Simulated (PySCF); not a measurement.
CH8O2Si, SMILES `CO.[SiH3]O`.

PySCF calculation, B3LYP/def2-TZVP, gas phase; geometry: GFN2-xTB.

Cartesian coordinates (Å):

```
C1       2.2583   -0.6458   -0.2257
O2       1.8530    0.6066    0.2879
H3       2.2146   -0.5638   -1.3098
H4       1.5882   -1.4463    0.1007
H5       3.2826   -0.8843    0.0732
H6       1.8900    0.5790    1.2503
Si7     -1.7563   -0.3385    0.1095
O8      -0.8493    0.9012   -0.3856
H9      -1.6068   -0.5494    1.5559
H10     -3.1047    0.0733   -0.2459
H11     -1.3634   -1.5838   -0.5617
H12      0.1074    0.9258   -0.2609
```

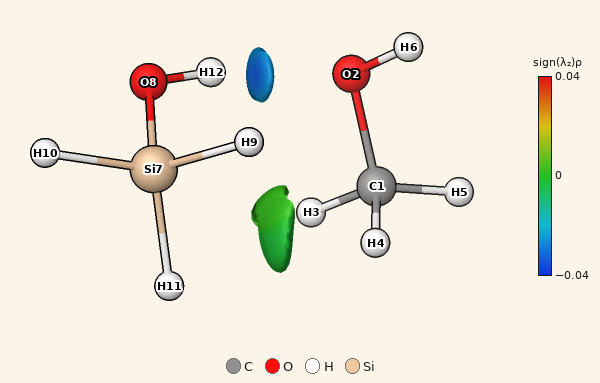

Non-covalent interaction surfaces between the fragments (reduced density gradient s = 0.5, coloured by sign(λ₂)ρ in a.u.; trimmed to the region between the fragments where ρ is under 0.06 a.u.). Fragment A: H4CO (atoms 1–6); fragment B: SiH4O.

Interpret the surfaces between the fragments.

Bond critical points between the fragments: O2···H12, hydrogen bond, 1.86 Å, ρ = 0.031 a.u.; H4···H11, H···H contact, 3.03 Å, ρ = 0.002 a.u., a bond path close to vanishing (ellipticity 8.5). The strongest appears blue (attractive, sign(λ₂)ρ well below zero). Several contacts close a ring, whose ring point adds a part with positive λ₂ between them. The pose is a local one from a semi-empirical search, not shown to be the most stable.

How strongly are they bound?

The counterpoise-corrected interaction energy of the frozen fragments is −5.1 kcal/mol without dispersion correction and −7.2 kcal/mol with D3(BJ). The pair geometry is semi-empirical, not a minimum at this level.

Cost of the run: 100 s on 1 thread of Intel(R) Xeon(R) Processor @ 2.50GHz (Skylake/Cascade Lake) (shared host), peak memory 0.79 GiB.
